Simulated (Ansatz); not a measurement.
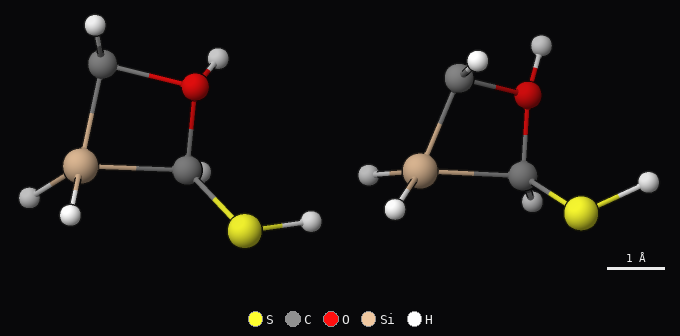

Two geometries of C$_{2}$H$_{6}$OSSi, drawn at one scale. One is the start of a relaxation, the other its converged end. A ball-and-stick model, seen face on.

Method: Ansatz 0.2.0, UKS PBE/6-31G*. Settings: collinear spin; force threshold 0.02 eV/Å; at most 50 steps.

Question: Which geometry has the lower energy?

Answer: The left one is the relaxed one. The run prepares an end point of a later path (hydrogen shift) calculation, from a guessed geometry. The atom that moves furthest after the best rigid fit is an H atom (1.13 Å). Largest moves by element: H 1.13 Å, O 0.69 Å, C 0.54 Å, S 0.39 Å, Si 0.17 Å. Among the contacts that change: C–O 1.525 → 1.713 Å, C–O 1.448 → 1.554 Å, C–Si 1.878 → 1.947 Å, H–Si 1.455 → 1.502 Å. Bond angles that change, for instance: C–O–H 157.9° → 108.4°, C–Si–H 112.0° → 131.6°, C–Si–H 117.1° → 105.9°. Groups turn about C–Si by about 35°, C–S by about 30°. After 13 accepted moves (14 points after the start) the energy has fallen by 189.8 kJ/mol. Largest force component: 2.4 eV/Å at the start, 0.01 eV/Å at the end. The line search rejected the trial step at point 8 of the run. The run took 40 s on 2 threads of Intel(R) Xeon(R) Platinum 8488C (Sapphire Rapids), on a shared host, peak memory 0.22 GiB.
